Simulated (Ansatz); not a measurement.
# C2H4ClNSi: molecular dynamics (part 2 of 3)

C2H4ClNSi; UKS BLYP/def2-SVP (Ansatz 0.2.0). The geometry comes from this level: PBE0-D4/def2-TZVP.

Geometry of the input (Å):
```
N  -1.0346  2.2109  -0.2399
C  -0.3047  1.2500  -0.3754
C  0.5314  0.2410  -0.3869
Si 0.2504  -1.2952  0.6146
Cl 1.9539  0.3395  -1.3857
H  -1.8269  2.2904  -0.8741
H  0.1578  -2.4729  -0.2849
H  -1.0205  -1.1158  1.3605
H  1.3817  -1.4943  1.5547
```

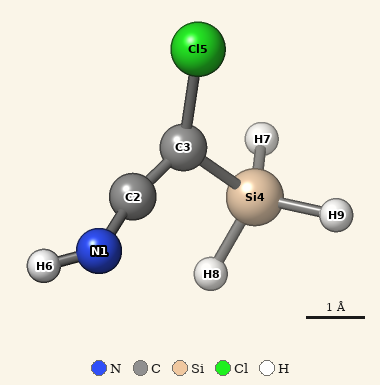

Fig. 1: The geometry at step 19 of the log (ball-and-stick view, seen at a tilt; atoms are numbered from 1 in the order of the input).

Trajectory as extended XYZ, continued
```
9
Properties=species:S:1:pos:R:3:forces:R:3 step=7 time_fs=14.0 energy=-24016.43466 temperature=768.5
N    -1.0326    2.1128   -0.1950   -3.9544   3.3842   1.0469
C    -0.3230    1.2237   -0.5243    3.3868  -5.0105   0.1038
C     0.6047    0.1807   -0.4185   -2.9240   1.9829  -0.1410
Si    0.1345   -1.3183    0.6191   -0.5300   0.5760  -1.1076
Cl    2.0260    0.3986   -1.3400    1.6444  -0.2609  -0.9412
H    -2.0543    2.2865   -0.4651    1.5177  -0.1603  -0.2277
H     0.0585   -2.6051   -0.0754    0.1861  -0.5510  -0.5669
H    -1.2478   -1.1206    1.0852   -0.3807   0.2909   0.3988
H     1.1132   -1.4242    1.6350    1.0542  -0.2512   1.4348
9
Properties=species:S:1:pos:R:3:forces:R:3 step=8 time_fs=16.0 energy=-24016.61140 temperature=927.6
N    -1.0335    2.1063   -0.1765   -3.2391   1.9461   0.2075
C    -0.3273    1.1943   -0.5404    1.2142  -2.1676   0.6667
C     0.5845    0.1934   -0.4130   -1.2682   0.6263  -0.5085
Si    0.1128   -1.3243    0.6166    0.2759   1.4555   0.4360
Cl    2.0490    0.4013   -1.3323    0.9413  -0.3081  -0.4894
H    -2.0644    2.2824   -0.4965    2.0484  -0.3007   0.0036
H     0.0385   -2.5780   -0.0511    0.2235  -1.3097  -0.9564
H    -1.2764   -1.0978    1.0671   -0.3036   0.2340   0.3304
H     1.0912   -1.3962    1.7293    0.1076  -0.1758   0.3102
9
Properties=species:S:1:pos:R:3:forces:R:3 step=9 time_fs=18.0 energy=-24016.68224 temperature=1001.5
N    -1.0415    2.1091   -0.1572    0.5372  -0.9038  -0.2866
C    -0.3286    1.1526   -0.5533   -2.4891   2.7200   1.5043
C     0.5569    0.2111   -0.4074    1.4083  -1.8593  -0.6146
Si    0.0931   -1.3261    0.6148    0.4007   1.2523   1.3713
Cl    2.0730    0.4014   -1.3250    0.2667  -0.3248  -0.0834
H    -1.9938    2.2643   -0.5119    0.0194   0.0547  -0.6058
H     0.0204   -2.5976   -0.0645    0.2793  -0.8528  -0.6836
H    -1.3214   -1.0655    1.0665    0.1705   0.0607   0.1189
H     1.0736   -1.3777    1.8307   -0.5932  -0.1469  -0.7204
9
Properties=species:S:1:pos:R:3:forces:R:3 step=10 time_fs=20.0 energy=-24016.31616 temperature=784.2
N    -1.0459    2.1128   -0.1386    3.8902  -2.7286   0.0440
C    -0.3373    1.1192   -0.5653   -5.0168   6.2580   1.8963
C     0.5312    0.2213   -0.4045    3.8672  -4.0971  -0.5526
Si    0.0761   -1.3255    0.6159    0.0300   0.3835   1.3423
Cl    2.0985    0.3991   -1.3184   -0.2970  -0.3201   0.2335
H    -1.9198    2.2459   -0.5385   -2.6600   0.5551  -1.6831
H     0.0003   -2.6473   -0.1092    0.3408   0.2396  -0.0258
H    -1.3683   -1.0363    1.0668    0.6283  -0.1167  -0.0736
H     1.0354   -1.3591    1.8986   -0.7826  -0.1737  -1.1810
9
Properties=species:S:1:pos:R:3:forces:R:3 step=11 time_fs=22.0 energy=-24016.34815 temperature=713.1
N    -1.0369    2.1107   -0.1168    0.3801  -2.0048  -1.7407
C    -0.3594    1.1092   -0.5729   -4.1535   5.8230   1.9768
C     0.5165    0.2141   -0.4030    3.9642  -3.8886  -0.7530
Si    0.0609   -1.3264    0.6184   -0.3269  -0.2060   0.9693
Cl    2.1232    0.3966   -1.3120   -0.7458  -0.3120   0.4682
H    -1.9409    2.2616   -0.6244    0.3696   0.1407   0.0005
H    -0.0187   -2.6881   -0.1512    0.3767   0.9066   0.4531
H    -1.3988   -1.0152    1.0577    0.8019  -0.2179  -0.1603
H     0.9752   -1.3374    1.9284   -0.6663  -0.2411  -1.2138
9
Properties=species:S:1:pos:R:3:forces:R:3 step=12 time_fs=24.0 energy=-24016.42088 temperature=704.5
N    -1.0246    2.1054   -0.0967   -2.2204  -0.3291  -2.6010
C    -0.3931    1.1192   -0.5720   -0.7464   2.3319   1.8437
C     0.5139    0.1920   -0.4036    2.1031  -1.6780  -1.1857
Si    0.0472   -1.3313    0.6220   -0.4894  -0.3979   0.3717
Cl    2.1440    0.3946   -1.3049   -1.1035  -0.3100   0.6330
H    -1.9447    2.2976   -0.7077    1.8092  -0.1089   1.2872
H    -0.0286   -2.6992   -0.1690    0.3720   1.0171   0.6331
H    -1.4019   -1.0030    1.0361    0.6032  -0.2204  -0.1226
H     0.9034   -1.3229    1.9230   -0.3279  -0.3046  -0.8594
9
Properties=species:S:1:pos:R:3:forces:R:3 step=13 time_fs=26.0 energy=-24016.44471 temperature=877.9
N    -1.0169    2.1008   -0.0857   -3.3619   1.8084  -1.8646
C    -0.4299    1.1370   -0.5633    3.1342  -2.0914   1.1623
C     0.5187    0.1635   -0.4066    0.1428   0.6280  -1.4360
Si    0.0336   -1.3396    0.6280   -0.4683  -0.2068  -0.7746
Cl    2.1633    0.3922   -1.2969   -1.3890  -0.3151   0.7378
H    -1.8860    2.3285   -0.7419    1.3412   0.0358   1.4388
H    -0.0195   -2.6665   -0.1729    0.3123   0.6013   0.5519
H    -1.3763   -0.9957    0.9985   -0.0868  -0.1116   0.0472
H     0.8141   -1.3192    1.8858    0.3755  -0.3486   0.1372
9
Properties=species:S:1:pos:R:3:forces:R:3 step=14 time_fs=28.0 energy=-24016.21425 temperature=653.6
N    -1.0199    2.1015   -0.0818   -2.1381   2.8591   0.3896
C    -0.4559    1.1513   -0.5504    5.6964  -5.2223   0.4108
C     0.5235    0.1376   -0.4149   -0.9938   2.0360  -1.3660
Si    0.0201   -1.3489    0.6320   -0.1402   0.3829  -1.9273
Cl    2.1814    0.3903   -1.2871   -1.5757  -0.3114   0.7849
H    -1.7769    2.3609   -0.7144   -1.0736   0.8435  -0.0830
H     0.0032   -2.6005   -0.1744    0.2293  -0.3104   0.1799
H    -1.3402   -0.9821    0.9475   -1.1135   0.0790   0.2810
H     0.7333   -1.3275    1.8544    1.1092  -0.3563   1.3301
9
Properties=species:S:1:pos:R:3:forces:R:3 step=15 time_fs=30.0 energy=-24016.01164 temperature=465.1
N    -1.0306    2.1105   -0.0788    0.4799   1.4161   2.0612
C    -0.4631    1.1526   -0.5386    5.7144  -5.1051   0.4218
C     0.5223    0.1202   -0.4310   -1.3505   2.5059  -1.0960
Si    0.0091   -1.3566    0.6311    0.1895   1.2201  -1.5909
Cl    2.1968    0.3882   -1.2761   -1.6733  -0.2920   0.7963
H    -1.7106    2.4243   -0.6803   -3.2105   1.7491  -1.9287
H     0.0340   -2.5429   -0.1793    0.1717  -1.2413  -0.2994
H    -1.3393   -0.9586    0.9063   -1.3735   0.0799   0.3315
H     0.6979   -1.3467    1.8702    1.0523  -0.3326   1.3041
9
Properties=species:S:1:pos:R:3:forces:R:3 step=16 time_fs=32.0 energy=-24016.39575 temperature=799.2
N    -1.0403    2.1269   -0.0722   -0.7168   0.5212  -1.1562
C    -0.4518    1.1355   -0.5294    3.4613  -1.9723   1.0167
C     0.5176    0.1092   -0.4507   -1.1370   2.2561  -0.7549
Si   -0.0016   -1.3623    0.6280    0.3680   1.4299  -0.3806
Cl    2.2112    0.3850   -1.2664   -1.7232  -0.2818   0.7965
H    -1.7702    2.5420   -0.7051    0.0656  -0.2343   0.4628
H     0.0828   -2.5311   -0.2044    0.1050  -1.2535  -0.2484
H    -1.3809   -0.9339    0.8771   -0.7049  -0.1995   0.2185
H     0.7085   -1.3695    1.9356    0.2821  -0.2657   0.0457
9
Properties=species:S:1:pos:R:3:forces:R:3 step=17 time_fs=34.0 energy=-24016.31707 temperature=702.5
N    -1.0512    2.1466   -0.0727   -0.0443  -1.1666  -2.5428
C    -0.4296    1.1105   -0.5182    0.7611   1.6749   1.4507
C     0.5122    0.1045   -0.4755   -0.4917   1.4190  -0.3208
Si   -0.0122   -1.3653    0.6239    0.3109   0.7896   0.0284
Cl    2.2268    0.3815   -1.2592   -1.7543  -0.2807   0.7782
H    -1.8192    2.6399   -0.7066    1.4053  -1.4130   1.1435
H     0.1447   -2.5676   -0.2522   -0.0796  -0.3316   0.4068
H    -1.4475   -0.9188    0.8632    0.2533  -0.5396   0.0615
H     0.7351   -1.3969    2.0036   -0.3609  -0.1520  -1.0055
9
Properties=species:S:1:pos:R:3:forces:R:3 step=18 time_fs=36.0 energy=-24016.12012 temperature=560.0
N    -1.0614    2.1630   -0.0821    1.6405  -2.9368  -2.1677
C    -0.4056    1.0910   -0.5031   -1.4701   4.5100   1.4667
C     0.5056    0.1056   -0.5025    0.4077   0.2469   0.0915
Si   -0.0212   -1.3654    0.6191    0.3075   0.1190  -0.1833
Cl    2.2431    0.3796   -1.2526   -1.7837  -0.2789   0.7475
H    -1.8023    2.6830   -0.6750    0.9845  -1.4042   0.5266
H     0.2063   -2.6155   -0.2883   -0.3113   0.4608   0.9134
H    -1.5002   -0.9253    0.8647    0.8174  -0.6942  -0.0567
H     0.7480   -1.4269    2.0260   -0.5924  -0.0225  -1.3379
9
Properties=species:S:1:pos:R:3:forces:R:3 step=19 time_fs=38.0 energy=-24016.03903 temperature=478.0
N    -1.0670    2.1714   -0.0958    4.3301  -5.0737  -0.2946
C    -0.3839    1.0872   -0.4818   -2.8300   6.0540   1.2409
C     0.4999    0.1092   -0.5284    1.0933  -0.6860   0.3976
Si   -0.0274   -1.3645    0.6140    0.4049  -0.2335  -0.5844
Cl    2.2562    0.3794   -1.2455   -1.8059  -0.2760   0.7032
H    -1.7550    2.6733   -0.6174   -1.1000  -0.0068  -1.2498
H     0.2572   -2.6470   -0.2771   -0.4705   0.7628   0.9737
H    -1.5148   -0.9580    0.8710    0.8551  -0.6431  -0.1162
H     0.7355   -1.4563    1.9940   -0.4771   0.1023  -1.0704
9
Properties=species:S:1:pos:R:3:forces:R:3 step=20 time_fs=40.0 energy=-24016.30696 temperature=750.1
N    -1.0552    2.1647   -0.1083    3.9881  -4.4031   0.2498
C    -0.3703    1.1066   -0.4551   -2.3125   5.0957   0.6516
C     0.4945    0.1101   -0.5539    0.9645  -0.7065   0.6592
Si   -0.0295   -1.3642    0.6087    0.5345  -0.1696  -1.2303
Cl    2.2645    0.3793   -1.2374   -1.8394  -0.2631   0.6535
H    -1.7594    2.6656   -0.5987   -1.2009   0.1422  -1.3008
H     0.2907   -2.6483   -0.2070   -0.4937   0.5149   0.5701
H    -1.4872   -1.0161    0.8804    0.3385  -0.4173  -0.1065
H     0.7011   -1.4862    1.9214    0.0210   0.2069  -0.1467
9
Properties=species:S:1:pos:R:3:forces:R:3 step=21 time_fs=42.0 energy=-24016.48110 temperature=888.6
N    -1.0295    2.1443   -0.1150   -0.4688   0.2379  -0.3470
C    -0.3691    1.1444   -0.4272    0.6315   0.8864  -0.5606
C     0.4879    0.1085   -0.5783    0.1528   0.0586   0.9499
Si   -0.0303   -1.3636    0.6002    0.5851   0.4472  -1.9643
Cl    2.2695    0.3792   -1.2277   -1.8919  -0.2280   0.6227
H    -1.8044    2.6744   -0.6312    1.0847  -1.2384   0.3452
H     0.3099   -2.6259   -0.1052   -0.3452  -0.3176  -0.2111
H    -1.4493   -1.0875    0.8845   -0.4774  -0.1291  -0.0236
H     0.6696   -1.5183    1.8418    0.7292   0.2829   1.1888
9
Properties=species:S:1:pos:R:3:forces:R:3 step=22 time_fs=44.0 energy=-24016.14647 temperature=591.8
N    -1.0046    2.1217   -0.1174   -4.6416   5.5498   0.7727
C    -0.3701    1.1843   -0.4022    5.0232  -5.3641  -2.2153
C     0.4804    0.1093   -0.5992   -0.4910   0.7276   1.2030
Si   -0.0299   -1.3606    0.5878    0.4529   1.1382  -2.1791
Cl    2.2719    0.3786   -1.2168   -1.9161  -0.1875   0.5873
H    -1.8139    2.6296   -0.6361    1.4703  -1.1541   0.7102
H     0.3074   -2.6157   -0.0268   -0.1336  -1.1056  -0.8506
H    -1.4365   -1.1485    0.8838   -0.8816   0.0486   0.0259
H     0.6572   -1.5417    1.7965    1.1174   0.3470   1.9459
9
Properties=species:S:1:pos:R:3:forces:R:3 step=23 time_fs=46.0 energy=-24016.06462 temperature=522.8
N    -0.9897    2.1131   -0.1162   -5.0876   7.2356   2.6245
C    -0.3589    1.2050   -0.3809    7.4083  -8.7095  -3.0328
C     0.4705    0.1126   -0.6139   -0.4880   0.8020   1.3340
Si   -0.0295   -1.3565    0.5741    0.8209   0.5721  -1.3758
Cl    2.2722    0.3774   -1.2047   -1.9049  -0.1762   0.5336
H    -1.7717    2.5340   -0.5991   -0.5026   0.3201  -0.4197
H     0.2888   -2.6581   -0.0014   -0.1532  -0.6718  -0.7437
H    -1.4492   -1.1978    0.8825   -0.7073   0.1290   0.0068
H     0.6868   -1.5470    1.8159    0.6145   0.4986   1.0733
9
Properties=species:S:1:pos:R:3:forces:R:3 step=24 time_fs=48.0 energy=-24016.25676 temperature=658.9
N    -0.9866    2.1219   -0.1060   -0.2144   2.9241   3.5983
C    -0.3291    1.1957   -0.3690    4.4091  -4.8345  -2.0999
C     0.4587    0.1190   -0.6217    0.4489  -0.0692   1.2263
Si   -0.0298   -1.3537    0.5591    1.1364  -0.6116  -0.2356
Cl    2.2706    0.3750   -1.1912   -1.8627  -0.2095   0.4584
H    -1.7362    2.4650   -0.5719   -3.3138   1.6713  -2.2175
H     0.2595   -2.7269   -0.0208   -0.2139   0.3486  -0.2946
H    -1.4824   -1.2419    0.8674   -0.1688   0.1747  -0.0483
H     0.7427   -1.5336    1.8785   -0.2208   0.6061  -0.3870
9
Properties=species:S:1:pos:R:3:forces:R:3 step=25 time_fs=50.0 energy=-24016.46170 temperature=832.5
N    -0.9827    2.1362   -0.0831   -1.0067   0.5955   0.2641
C    -0.2876    1.1690   -0.3682   -1.0138   1.8771  -0.6802
C     0.4483    0.1273   -0.6240    2.3348  -2.2172   0.7775
Si   -0.0298   -1.3526    0.5447    0.9139  -1.3089   0.5031
Cl    2.2658    0.3707   -1.1759   -1.7285  -0.2666   0.3403
H    -1.8275    2.4708   -0.6193    0.9543  -0.4173   0.1620
H     0.2191   -2.7733   -0.0544   -0.1162   0.9464   0.0161
H    -1.5217   -1.2868    0.8390    0.3861   0.2410  -0.0881
H     0.7848   -1.4952    1.9386   -0.7241   0.5500  -1.2950
9
Properties=species:S:1:pos:R:3:forces:R:3 step=26 time_fs=52.0 energy=-24016.06027 temperature=551.2
N    -0.9833    2.1534   -0.0620   -0.1270  -1.7416  -1.2123
C    -0.2500    1.1476   -0.3734   -5.3186   7.1842   0.6203
C     0.4417    0.1297   -0.6223    4.1399  -4.4700   0.2135
Si   -0.0275   -1.3532    0.5327    0.4438  -1.4557   0.8217
Cl    2.2568    0.3658   -1.1603   -1.4936  -0.3294   0.1969
H    -1.8909    2.4523   -0.6456    2.4126  -0.9384   0.9088
H     0.1737   -2.7809   -0.0871    0.0744   1.0417   0.1385
H    -1.5448   -1.3272    0.8190    0.7025   0.3299  -0.1053
H     0.7932   -1.4341    1.9570   -0.8339   0.3794  -1.5821
9
Properties=species:S:1:pos:R:3:forces:R:3 step=27 time_fs=54.0 energy=-24016.19908 temperature=793.9
N    -0.9873    2.1697   -0.0459    1.5339  -3.2402  -1.1703
C    -0.2295    1.1500   -0.3789   -6.0642   7.8761   1.0969
C     0.4483    0.1189   -0.6186    3.8415  -3.9615   0.1829
Si   -0.0233   -1.3578    0.5216   -0.1668  -0.9909   0.7160
Cl    2.2458    0.3603   -1.1435   -1.2106  -0.3755   0.0714
H    -1.8653    2.3893   -0.6316    1.5442  -0.4380   0.3704
H     0.1228   -2.7421   -0.1189    0.3273   0.5670   0.0468
H    -1.5487   -1.3617    0.8034    0.7600   0.4258  -0.0955
H     0.7610   -1.3597    1.9096   -0.5653   0.1372  -1.2185
9
Properties=species:S:1:pos:R:3:forces:R:3 step=28 time_fs=56.0 energy=-24016.50346 temperature=1034.2
N    -0.9870    2.1799   -0.0316    4.0685  -3.7089   0.5022
C    -0.2286    1.1797   -0.3783   -3.4444   4.0974   0.7525
C     0.4690    0.0949   -0.6143    1.4523  -0.4581   0.6213
Si   -0.0197   -1.3653    0.5092   -0.8997   0.0557   0.0427
Cl    2.2352    0.3533   -1.1248   -0.9083  -0.3943  -0.0208
H    -1.7786    2.3185   -0.6053   -1.5381   0.5371  -1.5467
H     0.0770   -2.6698   -0.1423    0.5955  -0.5798  -0.3716
H    -1.5295   -1.3921    0.7895    0.4822   0.5230  -0.0479
H     0.7029   -1.2872    1.8082    0.1920  -0.0721   0.0682
9
Properties=species:S:1:pos:R:3:forces:R:3 step=29 time_fs=58.0 energy=-24016.41536 temperature=889.8
N    -0.9741    2.1777   -0.0142    1.8260  -1.7881   0.2316
C    -0.2401    1.2208   -0.3731    0.3178  -0.9962   0.0308
C     0.4928    0.0694   -0.6084   -0.7942   2.7538   0.8662
Si   -0.0168   -1.3724    0.4966   -1.4150   0.8899  -1.1840
Cl    2.2239    0.3473   -1.1061   -0.5520  -0.3830  -0.1041
H    -1.7478    2.2745   -0.6449   -1.1751   0.7483  -0.9856
H     0.0569   -2.6095   -0.1762    0.7572  -1.6657  -0.8011
H    -1.4881   -1.4041    0.7725   -0.1736   0.5575   0.0568
H     0.6524   -1.2335    1.7125    1.2091  -0.1165   1.8894
9
Properties=species:S:1:pos:R:3:forces:R:3 step=30 time_fs=60.0 energy=-24016.14148 temperature=657.2
N    -0.9562    2.1683    0.0074   -2.8935   1.3825  -1.1721
C    -0.2535    1.2565   -0.3658    3.7029  -5.4413  -0.9578
C     0.5119    0.0557   -0.6022   -2.0823   4.2903   0.9222
Si   -0.0138   -1.3791    0.4839   -0.9601   0.4915  -1.6692
Cl    2.2127    0.3430   -1.0879   -0.1612  -0.3325  -0.1922
H    -1.7634    2.2643   -0.7330    1.0772   0.5869   1.2752
H     0.0631   -2.6112   -0.2437    0.7240  -1.2524  -0.4486
H    -1.4537   -1.3946    0.7587   -0.7319   0.5053   0.1456
H     0.6492   -1.1983    1.6897    1.3250  -0.2304   2.0970
9
Properties=species:S:1:pos:R:3:forces:R:3 step=31 time_fs=62.0 energy=-24016.08743 temperature=669.4
N    -0.9481    2.1621    0.0262   -4.4321   3.1106  -1.1742
C    -0.2589    1.2723   -0.3562    5.2602  -7.4235  -1.5191
C     0.5224    0.0589   -0.5945   -2.6387   4.5292   0.9956
Si   -0.0093   -1.3859    0.4700    0.0161  -0.3044  -0.8268
Cl    2.2024    0.3394   -1.0697    0.2132  -0.2511  -0.2837
H    -1.7334    2.2883   -0.7761    1.2904   0.5204   1.8338
H     0.1000   -2.6613   -0.3332    0.5104   0.0036   0.3993
H    -1.4489   -1.3651    0.7559   -0.6296   0.3635   0.1151
H     0.6995   -1.1747    1.7423    0.4102  -0.5482   0.4599
```
